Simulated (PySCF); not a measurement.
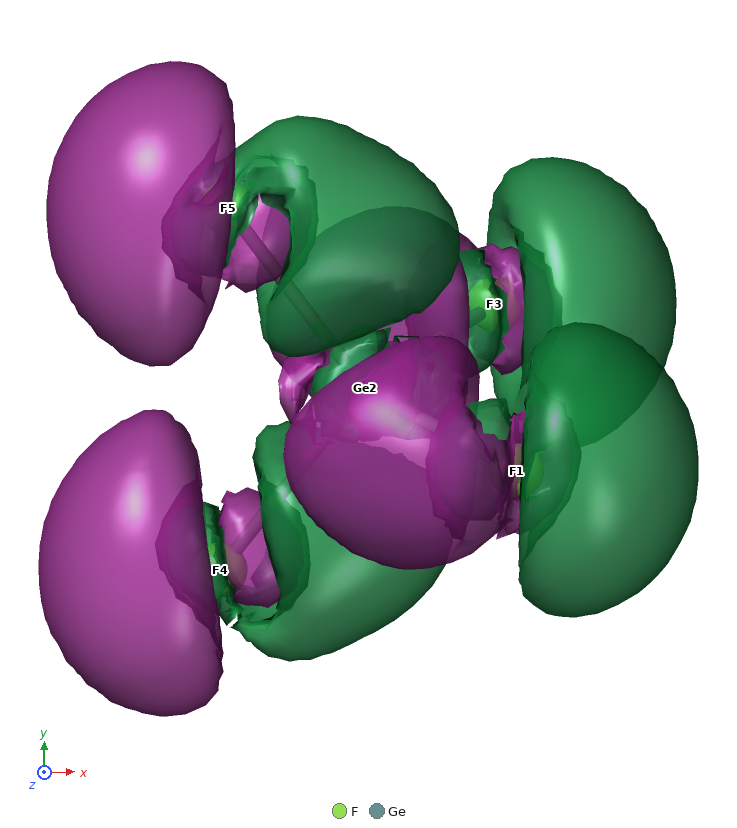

Figure. F4Ge, SMILES `F[Ge](F)(F)F`. Change of the electron density in a uniform field of 0.21 V/Å, surfaces at ±0.0008 e/Å³ (green: gain, purple: loss).

Method: PBE0/def2-TZVP; geometry: GFN2-xTB; program: PySCF. No frequency check shows the geometry to be a minimum. A basis without diffuse functions makes polarisabilities too small. GFN2-xTB bond lengths at metals and heavier atoms can be off by up to 0.1 Å and shapes distorted, which carries into these values.

Coordinates in Å:

```
F1       0.9663   -0.4613    1.2853
Ge2     -0.0001    0.0000   -0.0000
F3       0.9663    0.4614   -1.2852
F4      -0.9661   -1.2858   -0.4611
F5      -0.9661    1.2858    0.4612
```

The field was applied in both directions; the picture shows the one opposite to the script's first.

Q: Along which Cartesian direction does the field point?

A: Along −x: electrons gather on the +x side, against the field.

Q: How large is the response?

A: The induced dipole is 0.23 D (along the field); α along this axis, from the fields in both directions, is 23 bohr³ (3.4 Å³).
